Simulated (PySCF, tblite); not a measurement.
# C₅H₇O₂Si radical: geometry, infrared bands and EPR parameters

Wanted: the infrared bands and EPR parameters of C₅H₇O₂Si radical (`C=[C]C(=O)C(=O)C[SiH3]`), by calculation.

The runs use tblite 0.8.0 and PySCF 2.14.0, with density-fitted response routines of our own; the level of theory stands in each step. All values are computed, except where a source is named. Atoms are numbered from 0 throughout.

## Step 1: The starting structure

15 atoms, charge 0, multiplicity 2; geometry from: force field or distance geometry start.

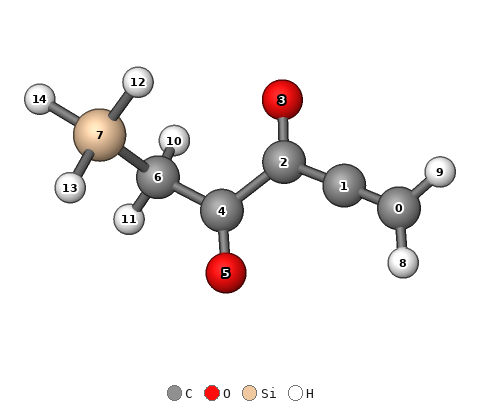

As it starts; carbon grey, oxygen red, silicon light orange, hydrogen white, atoms numbered.

## Step 2: Geometry optimisation with GFN2-xTB

The job: settings as JSON, then the geometry in Å.

```
{"job": {"kind": "relax", "xc": "GFN2-xTB", "basis": "xTB"}, "charge": 0, "multiplicity": 2}
C      3.215300     1.479000     0.084800
C      2.082500     0.949200    -0.311100
C      0.848700     0.346600    -0.734100
O      0.271600     0.813000    -1.730200
C      0.215500    -0.829200     0.018000
O      0.832900    -1.370400     0.915600
C     -1.166200    -1.248900    -0.408600
Si    -2.500000    -0.212800     0.333200
H      3.766700     1.059300     0.918800
H      3.599700     2.353400    -0.416100
H     -1.221200    -1.261900    -1.500800
H     -1.297200    -2.300800    -0.098200
H     -2.296600     1.217800     0.027400
H     -2.522800    -0.361400     1.802700
H     -3.833200    -0.625100    -0.197000
```

Run with:

```console
$ OMP_NUM_THREADS=1 python probes_run.py task.json out
```

This one command runs all jobs of the session in turn.

Standard output:

```text
step      E/eV     max force
  0    -652.06239    2.225
  1    -652.19326    1.296
  2    -652.24372    0.561
  3    -652.27819    0.643
  4    -652.35496    0.719
  5    -652.39787    0.687
  6    -652.47757    0.781
  7    -652.54341    0.973
  8    -652.62587    1.188
  9    -652.69695    0.724
 10    -652.76096    0.833
 11    -652.81908    0.602
 12    -652.85709    0.698
 13    -652.89216    0.736
 14    -652.92224    0.619
 15    -652.95060    0.449
 16    -652.96930    0.372
 17    -652.99350    0.355
 18    -653.00763    0.321
 19    -653.01720    0.216
 20    -653.02294    0.210
 21    -653.02758    0.177
 22    -653.03132    0.173
 23    -653.03553    0.171
 24    -653.03882    0.155
 25    -653.04175    0.127
 26    -653.04384    0.097
 27    -653.04585    0.110
 28    -653.04775    0.110
 29    -653.04944    0.114
 30    -653.05081    0.099
 31    -653.05198    0.079
 32    -653.05296    0.079
 33    -653.05367    0.060
 34    -653.05421    0.059
 35    -653.05487    0.070
 36    -653.05578    0.104
 37    -653.05691    0.118
 38    -653.05807    0.103
 39    -653.05915    0.103
 40    -653.06015    0.096
 41    -653.06122    0.120
 42    -653.06255    0.152
 43    -653.06438    0.182
 44    -653.06683    0.197
 45    -653.06944    0.164
 46    -653.07123    0.093
 47    -653.07226    0.084
 48    -653.07319    0.086
 49    -653.07408    0.104
 50    -653.07486    0.081
 51    -653.07547    0.082
 52    -653.07605    0.090
 53    -653.07676    0.098
 54    -653.07764    0.121
 55    -653.07853    0.100
 56    -653.07924    0.073
 57    -653.07970    0.057
 58    -653.08011    0.062
 59    -653.08045    0.056
 60    -653.08084    0.060
 61    -653.08141    0.082
 62    -653.08239    0.117
 63    -653.08382    0.130
 64    -653.08523    0.094
 65    -653.08621    0.075
 66    -653.08698    0.086
 67    -653.08795    0.104
 68    -653.08938    0.119
 69    -653.09113    0.196
 70    -653.09283    0.147
 71    -653.09451    0.147
 72    -653.09637    0.155
 73    -653.09743    0.101
 74    -653.09829    0.074
 75    -653.09912    0.109
 76    -653.10005    0.093
 77    -653.10120    0.112
 78    -653.10302    0.106
 79    -653.10460    0.134
 80    -653.10609    0.129
 81    -653.10832    0.118
 82    -653.11038    0.101
 83    -653.11221    0.145
 84    -653.11392    0.117
 85    -653.11589    0.128
 86    -653.11817    0.187
 87    -653.12197    0.156
 88    -653.12559    0.146
 89    -653.12719    0.183
 90    -653.12820    0.075
 91    -653.12881    0.064
 92    -653.12996    0.060
 93    -653.13085    0.057
 94    -653.13168    0.050
 95    -653.13218    0.050
 96    -653.13278    0.073
 97    -653.13376    0.069
 98    -653.13518    0.117
 99    -653.13670    0.071
100    -653.13760    0.090
101    -653.13830    0.069
102    -653.13899    0.067
103    -653.14019    0.075
104    -653.14137    0.086
105    -653.14245    0.096
106    -653.14311    0.106
107    -653.14366    0.061
108    -653.14422    0.077
109    -653.14521    0.105
110    -653.14603    0.171
111    -653.14710    0.104
112    -653.14820    0.085
113    -653.14952    0.079
114    -653.15081    0.097
115    -653.15239    0.155
116    -653.15372    0.113
117    -653.15299    0.320
118    -653.15599    0.072
119    -653.15686    0.077
120    -653.15792    0.071
121    -653.15810    0.042
122    -653.15834    0.037
123    -653.15878    0.040
124    -653.15931    0.054
125    -653.16004    0.068
126    -653.16090    0.108
127    -653.16209    0.110
128    -653.16293    0.129
129    -653.16363    0.084
130    -653.16449    0.081
131    -653.16603    0.080
132    -653.16723    0.081
133    -653.16842    0.088
134    -653.16997    0.248
135    -653.17209    0.223
136    -653.17650    0.261
137    -653.18741    0.339
138    -653.19405    0.397
139    -653.20346    0.224
140    -653.21441    0.264
141    -653.22524    0.639
142    -653.23770    0.549
143    -653.25250    0.486
144    -653.26621    0.542
145    -653.28087    0.386
146    -653.28976    0.271
147    -653.29658    0.174
148    -653.30025    0.237
149    -653.30293    0.125
150    -653.30491    0.098
151    -653.30791    0.164
152    -653.30985    0.103
153    -653.31147    0.227
154    -653.31271    0.100
155    -653.31355    0.076
156    -653.31394    0.045
157    -653.31424    0.035
158    -653.31443    0.027
159    -653.31453    0.026
160    -653.31458    0.016
161    -653.31460    0.013
162    -653.31461    0.008
```

Run time: 0.96 s. Hardware: 1 thread of Arm Neoverse V2, shared host.

Step by step: (not every step is listed)

```tsv
step	energy from step 0 (eV)	largest force (eV/Å)
0	0.0000	2.2246
1	-0.1309	1.2958
2	-0.1813	0.5605
3	-0.2158	0.6433
4	-0.2926	0.7187
5	-0.3355	0.6871
6	-0.4152	0.7810
7	-0.4810	0.9729
8	-0.5635	1.1880
22	-0.9689	0.1729
36	-0.9934	0.1038
50	-1.0125	0.0806
64	-1.0228	0.0935
78	-1.0406	0.1058
92	-1.0676	0.0602
106	-1.0807	0.1056
120	-1.0955	0.0714
134	-1.1076	0.2482
148	-1.2379	0.2371
157	-1.2518	0.0354
158	-1.2520	0.0272
159	-1.2521	0.0263
160	-1.2522	0.0162
161	-1.2522	0.0125
162	-1.2522	0.0081
```

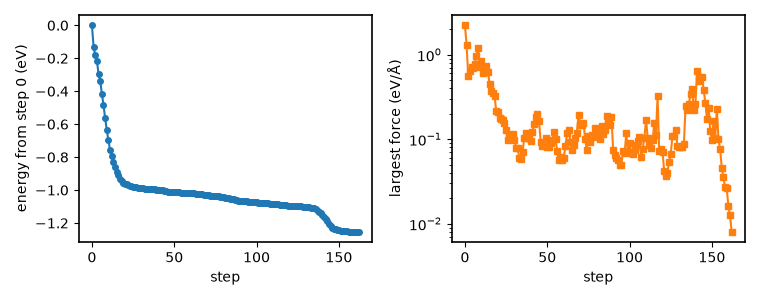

Energy and force, step by step.

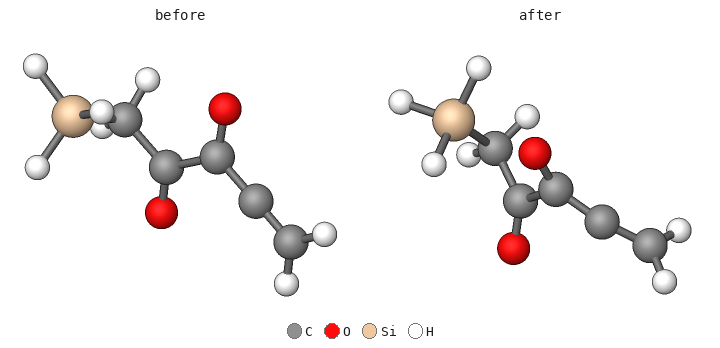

Before and after, at one scale.

Distances of close pairs at the start and the end, largest changes first:

```tsv
bond	before (Å)	after (Å)	change (Å)
C6–Si7	1.845	1.953	+0.108
C1–C2	1.437	1.343	-0.094
C4–C6	1.506	1.446	-0.060
C2–C4	1.533	1.566	+0.033
Si7–H12	1.477	1.454	-0.023
C6–H11	1.105	1.085	-0.020
C0–C1	1.312	1.292	-0.020
Si7–H13	1.477	1.459	-0.018
```

The final coordinates are the input of the step that follows.

## Step 3: Infrared spectrum with GFN2-xTB

The job: settings as JSON, then the geometry in Å.

```
{"job": {"kind": "ir", "xc": "GFN2-xTB", "basis": "xTB"}, "charge": 0, "multiplicity": 2}
C      3.055667     1.158216    -0.175032
C      1.776132     1.118205    -0.000770
C      0.491446     0.732243    -0.068412
O     -0.543857     1.322989    -0.431705
C      0.252791    -0.719794     0.467231
O      0.823069    -1.103535     1.452898
C     -0.819367    -1.319264    -0.295404
Si    -2.320269    -0.077968    -0.157800
H      3.576302     0.575921    -0.925053
H      3.677702     1.811644     0.418837
H     -0.576503    -1.345922    -1.352583
H     -1.046044    -2.315958     0.067677
H     -2.627390     0.523504    -1.445293
H     -2.318413     0.711253     1.069104
H     -3.405680    -1.063546     0.080942
```

Standard output:

```text
mode    cm-1     km/mol
  1      56.0      4.68
  2      80.6      5.93
  3     109.0      1.62
  4     145.6      5.72
  5     202.7      6.44
  6     272.7     17.70
  7     329.6      1.98
  8     360.4      6.08
  9     375.9     25.20
 10     497.9      4.80
 11     531.7     36.77
 12     557.2     20.32
 13     588.4     62.58
 14     601.6     47.15
 15     611.9     21.87
 16     674.3     20.42
 17     706.4     85.16
 18     737.5    135.03
 19     797.0     86.94
 20     850.6     19.02
 21     882.6    334.99
 22     910.1      8.08
 23     928.4     94.76
 24    1033.5     49.66
 25    1043.5    118.52
 26    1088.9    115.27
 27    1150.3     78.66
 28    1344.5      4.48
 29    1426.7      3.71
 30    1536.7    143.38
 31    1755.9    459.73
 32    1891.9    342.07
 33    2089.7    353.83
 34    2293.6    152.87
 35    2350.3    296.40
 36    3005.8      4.42
 37    3030.0      6.87
 38    3049.2     11.38
 39    3052.3      1.59
```

Wall time 0.45 s (1 thread of Arm Neoverse V2, shared host).

Which atoms move in the most intense modes:

```tsv
cm⁻¹	km/mol	atoms
738	135.0	C4 28 %, C6 15 %, C2 11 %
883	335.0	H12 40 %, H14 29 %, H13 23 %
1537	143.4	C2 57 %, O3 29 %
1756	459.7	C4 57 %, O5 33 %
1892	342.1	C1 59 %, C0 22 %
2090	353.8	H14 94 %
2294	152.9	H13 92 %
2350	296.4	H12 92 %
```

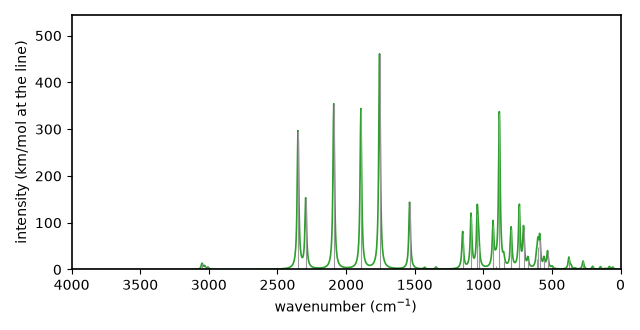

The infrared spectrum from these modes, unscaled. Lines are broadened to a width of 14 cm⁻¹ (Lorentzian).

## Step 4: EPR parameters: B3LYP/pcH-1

Same as in step 3 but for these lines:

```diff
@@ -1,2 +1,2 @@
-{"job": {"kind": "ir", "xc": "GFN2-xTB", "basis": "xTB"}, "charge": 0, "multiplicity": 2}
+{"job": {"kind": "epr", "basis": "pcH-1"}, "charge": 0, "multiplicity": 2}
 C      3.055667     1.158216    -0.175032
```

With the program's defaults for keys left out, this is: UKS B3LYP, pcH-1 on C H O Si, non-relativistic, mean-field spin-orbit, GIAO.

Standard output:

```text
UKS, coarse grid
  cycle   1  E = -634.34505048  |g| = 8.00e-01
  cycle   2  E = -632.82550399  |g| = 2.04e+00
  cycle   3  E = -634.55381940  |g| = 2.56e-01
  cycle   4  E = -634.57973768  |g| = 1.54e-01
  cycle   5  E = -634.58956507  |g| = 6.94e-02
  cycle   6  E = -634.59138281  |g| = 2.34e-02
  cycle   7  E = -634.59164097  |g| = 1.41e-02
  cycle   8  E = -634.59177631  |g| = 5.49e-03
  cycle   9  E = -634.59180738  |g| = 3.46e-03
  cycle  10  E = -634.59181612  |g| = 1.38e-03
  cycle  11  E = -634.59181876  |g| = 1.19e-03
  cycle  12  E = -634.59182013  |g| = 3.47e-04
UKS, final grid
  cycle   1  E = -634.59183672  |g| = 4.47e-04
  cycle   2  E = -634.59183651  |g| = 1.01e-03
  cycle   3  E = -634.59183693  |g| = 1.14e-04
  cycle   4  E = -634.59183697  |g| = 1.33e-04
  cycle   5  E = -634.59183700  |g| = 6.55e-05
  cycle   6  E = -634.59183700  |g| = 2.34e-05
E = -634.59183700 Eh   <S^2> = 0.7678 (exact 0.7500)
g shifts (ppm)      1          2          3
  rmc          -220       -220       -220
  gc              4         22         51
  oz_so         487       2216       4483
  total         272       2018       4314
hyperfine (MHz)  atom isotope    a_iso     a_fc   dipolar eigenvalues
    0   13C     -36.68     -36.68     -9.48      4.05      5.43
    1   13C      52.70      52.82    -52.20    -42.15     94.35
    2   13C     -36.42     -36.53    -21.14      1.87     19.27
    3   17O     -26.63     -26.06   -107.35     51.64     55.71
    4   13C       4.00       4.02     -5.68     -1.90      7.57
    5   17O      -7.86      -7.89    -35.01     14.40     20.61
    6   13C       5.30       5.30     -2.44     -0.15      2.60
    7  29Si       3.55       3.55     -0.86     -0.35      1.21
    8    1H     120.43     120.43     -4.91     -1.42      6.33
    9    1H     117.73     117.73     -5.41     -1.52      6.94
   10    1H      -1.41      -1.42     -1.90     -1.26      3.16
   11    1H       1.11       1.11     -1.38     -0.65      2.04
   12    1H       0.10       0.10     -2.10     -1.84      3.94
   13    1H      19.76      19.76     -2.13     -1.96      4.10
   14    1H      -2.33      -2.33     -0.80     -0.68      1.48
```

Wall time 1.8 min (1 thread of Arm Neoverse V2, shared host); peak memory 0.97 GiB.

Principal g values 2.00259, 2.00434, 2.00663; g(iso) = 2.00452, against 2.00232 for a free electron.

Mean a(iso) over the nuclei that a row names, and the largest dipolar term of the row (other rows stand at the frozen geometry):

```tsv
nuclei	isotope	a(iso) (MHz)	a(iso) (G, at g = 2.0023)	largest dipolar term (MHz)
H8	1H	120.4	43.0	6.3
H9	1H	117.7	42.0	6.9
C1	13C	52.7	18.8	94.3
C0	13C	-36.7	-13.1	-9.5
C2	13C	-36.4	-13.0	-21.1
O3	17O	-26.6	-9.5	-107.4
O5	17O	-7.9	-2.8	-35.0
H12, H13, H14	1H	5.8	2.1	4.1
C6	13C	5.3	1.9	2.6
C4	13C	4.0	1.4	7.6
Si7	29Si	3.5	1.3	1.2
H10, H11	1H	-0.2	-0.1	3.2
```

Mulliken spin populations:

C0 -0.09; C1 0.61; C2 -0.03; O3 0.33; C4 0.00; O5 0.08; C6 0.00; Si7 0.00; H8 0.05; H9 0.05; H10 0.00; H11 0.00; H12 0.00; H13 0.01; H14 0.00

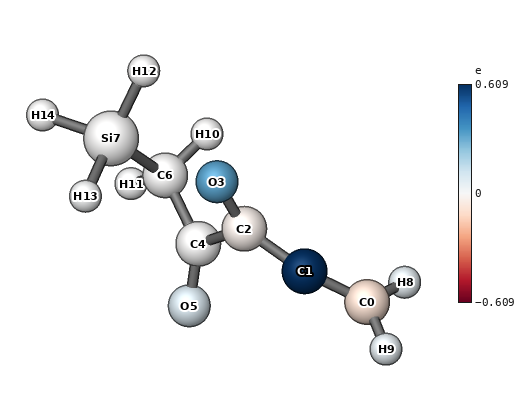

Mulliken spin populations, as colours on the atoms.

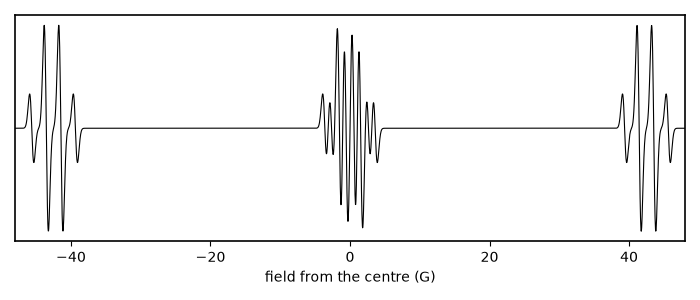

First-order isotropic spectrum (first derivative, main isotopes with spin only, couplings over 0.8 MHz, Gaussian width 0.3 G; couplings of the frozen geometry, rotation of groups not averaged beyond the rows shown).

The fields below are evaluated on a grid from the run's orbitals.

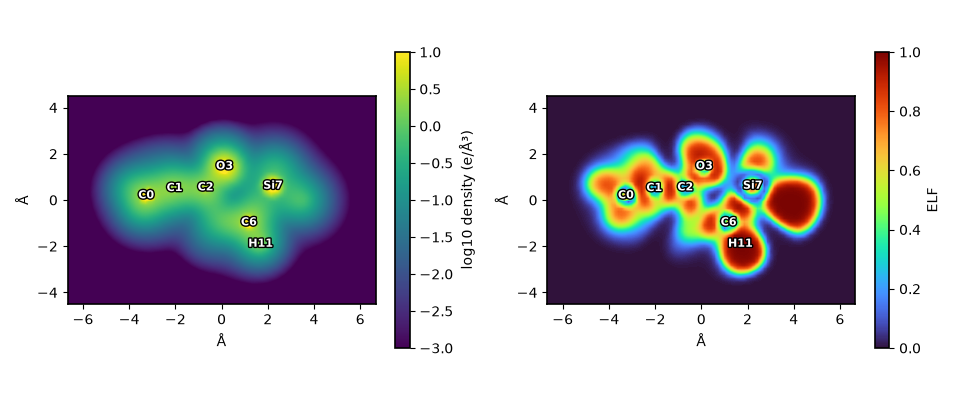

Density (left) and ELF (right) in a plane through or near 7 of the atoms.

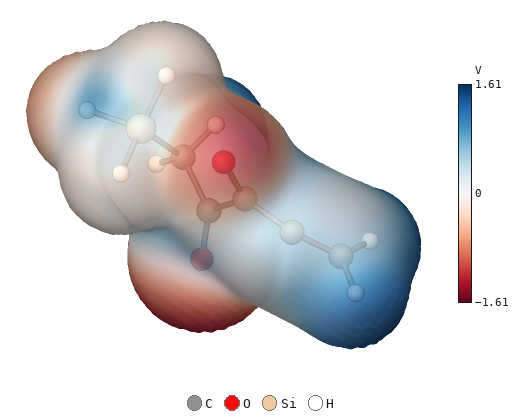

The potential that a unit positive charge feels on the 0.002 e/bohr³ surface, from -1.35 V near O5 to 1.61 V near H8.

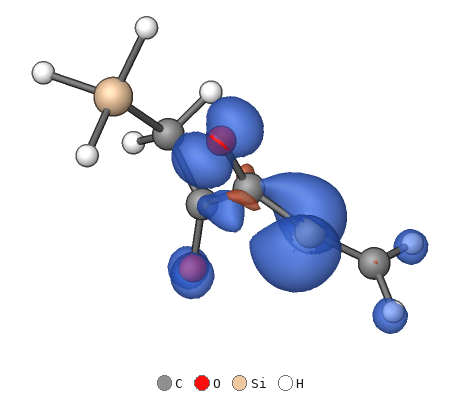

Spin density at ±0.05 e/Å³ (alpha excess blue, beta excess red).

## Step 5: Summary of results

| quantity | value |
| --- | --- |
| strongest single infrared mode (GFN2-xTB) | 1756 cm⁻¹, 460 km/mol |
| zero-point energy (GFN2-xTB) | 61.4 kcal/mol |
| g(iso) (B3LYP) | 2.00452 |
| ⟨S²⟩ | 0.768 (exact 0.75) |
| largest a(iso) (averaged by class) | 1H on H8, 120.4 MHz |
| potential on the surface of density 0.002 e/bohr³, 1st and 99th percentile | -1.35 V and 1.61 V |

In words: Over 162 steps the energy fell by 1.252 eV; of the close pairs, C6–Si7 changed most, 1.845 to 1.953 Å. The frame itself reshapes: O3···Si7 goes from 3.60 to 2.28 Å. No mode is imaginary among the 39: a minimum at this level. The strongest single mode, at 1756 cm⁻¹, moves mainly C4 and O5. Unscaled tight-binding wavenumbers are off by several per cent, some by more. Its intensities can rank the bands wrongly. The largest share of the spin, 0.61 e, sits on C1. The isotropic g lies 2.2 ppt above the free-electron value. The conformer search (at its own cheap level) found a structure 18.6 kcal/mol lower, too far down for a turn about a bond: it may have other bonds, so these spectra needn't be the molecule's.
